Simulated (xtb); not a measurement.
## Run report: GeHSBr, energy and gradient calculation

- system: GeHSBr
- method: GFN0-xTB (xtb 6.7.1)

The geometry comes from this level: PBE0-D4/def2-TZVP.

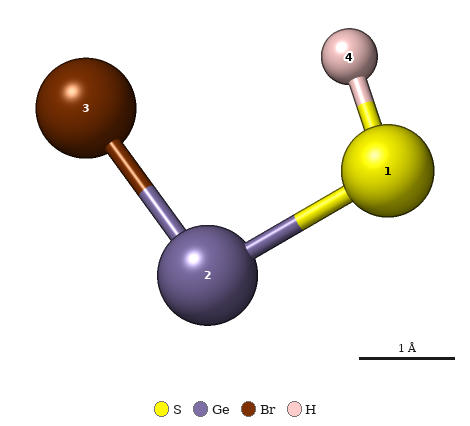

*The structure (ball-and-stick view, seen at a tilt; atoms are numbered from 1 in the order of the input). Sticks mark near contacts.*

Bond lengths as drawn: Br–Ge 2.36 Å, Ge–S 2.24 Å and H–S 1.34 Å.

## Results in brief

```tsv
quantity	value
outcome	converged
electrons treated	18
total energy	−9.536355 hartree
dispersion energy	−0.000990 hartree
basis functions	32
largest force	0.551 eV/Å
HOMO	−11.01 eV
LUMO	−8.22 eV
dipole moment	0.22 D
hardware	1 thread of AMD EPYC (Zen 3), 192 GiB of memory available, shared host
peak memory	0.073 GiB
```

## Input (mol.xyz)
```
4
BrGeHS
S     -0.495400     1.211900    -0.684400
Ge    -0.978400    -0.944300    -0.333500
Br     0.876000    -1.561800     0.985300
H      0.653300     1.234000     0.012300
```

Command:
```bash
xtb mol.xyz --grad -c 0 --gfn 0 > out.txt 2> xtb.err
```

## The program's output
```
* xtb version 6.7.1
   ID    Z sym.   atoms
    1   16 S      1
    2   32 Ge     2
    3   35 Br     3
    4    1 H      4

           -------------------------------------------------
          |                Calculation Setup                |
           -------------------------------------------------

          program call               : xtb mol.xyz --grad -c 0 --gfn 0
          coordinate file            : mol.xyz
          omp threads                :                     1

           -------------------------------------------------
          |                 G F N 0 - x T B                 |
           -------------------------------------------------

      * Hamiltonian:
        H0-scaling (s, p, d)           2.000000    2.486800    2.270000
        zeta-weighting                 1.000000
      * Dispersion:
        s8                             2.850000
        a1                             0.800000
        a2                             4.600000
        s9                             0.000000
      * Repulsion:
        kExp                           1.500000
        rExp                           1.000000
      * Coulomb:
        alpha                          0.000000
        third order                    atomic
        anisotropic                    false
      * Polar bond correction:
        rad-shift                      0.053700
        strength                      -0.012900
        en-exp                         3.484700
        en-scale                       0.509700

          ...................................................
          :                      SETUP                      :
          :.................................................:
          :  # basis functions                  32          :
          :  # atomic orbitals                  29          :
          :  # shells                           11          :
          :  # electrons                        18          :
          :  electronic temp.          300.0000000     K    :
          :  accuracy                    1.0000000          :
          :  -> integral cutoff          0.2500000E+02      :
          :  -> integral neglect         0.1000000E-07      :
          ...................................................
  Checking positiv definite overlap ...  done.

         #    Occupation            Energy/Eh            Energy/eV
      -------------------------------------------------------------
         1        2.0000           -0.7459317             -20.2978
       ...           ...                  ...                  ...
         3        2.0000           -0.5868195             -15.9682
         4        2.0000           -0.5221182             -14.2076
         5        2.0000           -0.4522069             -12.3052
         6        2.0000           -0.4368240             -11.8866
         7        2.0000           -0.4270966             -11.6219
         8        2.0000           -0.4228436             -11.5062
         9        2.0000           -0.4047780             -11.0146 (HOMO)
        10                         -0.3020546              -8.2193 (LUMO)
        11                         -0.2236915              -6.0870
        12                         -0.1900343              -5.1711
        13                         -0.1477842              -4.0214
        14                         -0.0875290              -2.3818
       ...                                ...                  ...
        29                          1.1710997              31.8672
      -------------------------------------------------------------
                  HL-Gap            0.1027235 Eh            2.7952 eV
             Fermi-level            0.0000000 Eh            0.0000 eV

 EHT (total)                   0 d,  0 h,  0 min,  0.004 sec
 EHT setup                      ...        0 min,  0.000 sec (  2.577%)
 Coordination number            ...        0 min,  0.000 sec (  1.281%)
 EEQ model density              ...        0 min,  0.000 sec (  0.979%)
 D4 Dispersion                  ...        0 min,  0.000 sec (  4.127%)
 Integral evaluation            ...        0 min,  0.001 sec ( 30.468%)
 Cholesky factorization         ...        0 min,  0.000 sec (  1.529%)
 Zeroth order Hamiltonian       ...        0 min,  0.000 sec ( 10.535%)
 Gradient calculation           ...        0 min,  0.002 sec ( 44.337%)

         :::::::::::::::::::::::::::::::::::::::::::::::::::::
         ::                     SUMMARY                     ::
         :::::::::::::::::::::::::::::::::::::::::::::::::::::
         :: total energy              -9.536355013782 Eh    ::
         :: gradient norm              0.016479271939 Eh/a0 ::
         :: HOMO-LUMO gap              2.795248339420 eV    ::
         ::.................................................::
         :: H0 energy                 -9.458959560213 Eh    ::
         :: repulsion energy           0.017435192662 Eh    ::
         :: electrostat energy        -0.093840241308 Eh    ::
         :: -> Gsolv                   0.000000000000 Eh    ::
         ::    -> Gsasa                0.000000000000 Eh    ::
         ::    -> Gshift               0.000000000000 Eh    ::
         :: dispersion energy         -0.000990404922 Eh    ::
         :: short-range corr.          0.000000000000 Eh    ::
         :: add. restraining           0.000000000000 Eh    ::
         :: total charge               0.000000000000 e     ::
         :::::::::::::::::::::::::::::::::::::::::::::::::::::

           -------------------------------------------------
          |                Property Printout                |
           -------------------------------------------------

    * Orbital Energies and Occupations

         #    Occupation            Energy/Eh            Energy/eV
      -------------------------------------------------------------
         1        2.0000           -0.7459317             -20.2978
         2        2.0000           -0.7308613             -19.8877
         3        2.0000           -0.5868195             -15.9682
         4        2.0000           -0.5221182             -14.2076
         5        2.0000           -0.4522069             -12.3052
         6        2.0000           -0.4368240             -11.8866
         7        2.0000           -0.4270966             -11.6219
         8        2.0000           -0.4228436             -11.5062
         9        2.0000           -0.4047780             -11.0146 (HOMO)
        10                         -0.3020546              -8.2193 (LUMO)
        11                         -0.2236915              -6.0870
        12                         -0.1900343              -5.1711
        13                         -0.1477842              -4.0214
        14                         -0.0875290              -2.3818
        15                         -0.0494527              -1.3457
        16                         -0.0446700              -1.2155
        17                         -0.0438437              -1.1930
        18                         -0.0255889              -0.6963
        19                         -0.0252996              -0.6884
        20                         -0.0192162              -0.5229
       ...                                ...                  ...
        29                          1.1710997              31.8672
      -------------------------------------------------------------
                  HL-Gap            0.1027235 Eh            2.7952 eV
             Fermi-level            0.0000000 Eh            0.0000 eV

     #   Z          covCN         q      C6AA      α(0)
     1  16 S        1.817    -0.233   148.332    20.535
     2  32 Ge       1.722     0.498   272.916    33.993
     3  35 Br       0.845    -0.358   190.447    22.265
     4   1 H        0.922     0.093     1.847     2.126

 Mol. C6AA /au·bohr⁶  :       1904.788123
 Mol. C8AA /au·bohr⁸  :     127031.252309
 Mol. α(0) /au        :         78.918549

Wiberg/Mayer (AO) data.
largest (>0.10) Wiberg bond orders for each atom

 ---------------------------------------------------------------------------
     #   Z sym  total        # sym  WBO       # sym  WBO       # sym  WBO
 ---------------------------------------------------------------------------
     1  16 S    2.344 --     2 Ge   1.364     4 H    0.914
     2  32 Ge   2.852 --     3 Br   1.436     1 S    1.364
     3  35 Br   1.508 --     2 Ge   1.436
     4   1 H    0.972 --     1 S    0.914
 ---------------------------------------------------------------------------

Topologies differ in total number of bonds
Writing topology from bond orders to xtbtopo.mol

 dipole moment from electron density (au)
     X       Y       Z
  -0.0386  -0.0787   0.0004  total (Debye):    0.223

           -------------------------------------------------
          | TOTAL ENERGY               -9.536355013782 Eh   |
          | GRADIENT NORM               0.016479271939 Eh/α |
          | HOMO-LUMO GAP               2.795248339420 eV   |
           -------------------------------------------------

------------------------------------------------------------------------
------------------------------------------------------------------------
 total:
 *  cpu-time:     0 d,  0 h,  0 min,  0.027 sec
 * ratio c/w:     0.999 speedup
 SCF:
 *  cpu-time:     0 d,  0 h,  0 min,  0.004 sec
 * ratio c/w:     1.000 speedup
```

## Standard error
```
normal termination of xtb
```
